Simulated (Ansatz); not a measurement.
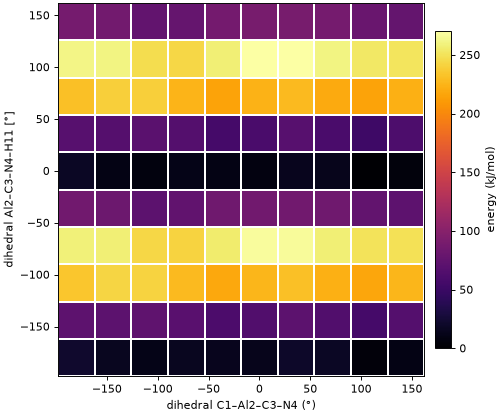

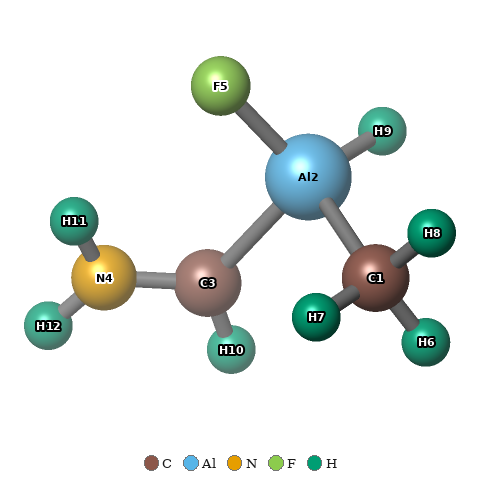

Energy landscape of C2H7AlFN. 
- The first coordinate is: dihedral C1–Al2–C3–N4; the second: dihedral Al2–C3–N4–H11.
- Nothing is relaxed (all other coordinates rigid).
- Grid: 10 × 10 points.
- Points are written as (first, second).
- All energies are given in kJ/mol relative to the lowest grid point.
- The dihedral twists a double bond; near 90° a spin-restricted reference is unreliable.
- The calculation used RKS PBE0-D4/def2-SVP in Ansatz 0.2.0.

In the figure: one coloured cell a grid point. The second picture is the structure at the lowest point.

Q: Summarise what can be read from the map.

A: The lowest grid point is at (108°, 0°). Other grid points that lie below all their neighbours: (108°, −180°) (5 kJ/mol higher); (−108°, 0°) (7 kJ/mol higher); (0°, 0°) (8 kJ/mol higher). The highest grid point, (0°, 108°), lies 271 kJ/mol above the lowest.

Time for the 100 points that were run: 10 min on 1 thread of Arm Neoverse V2 (shared host).
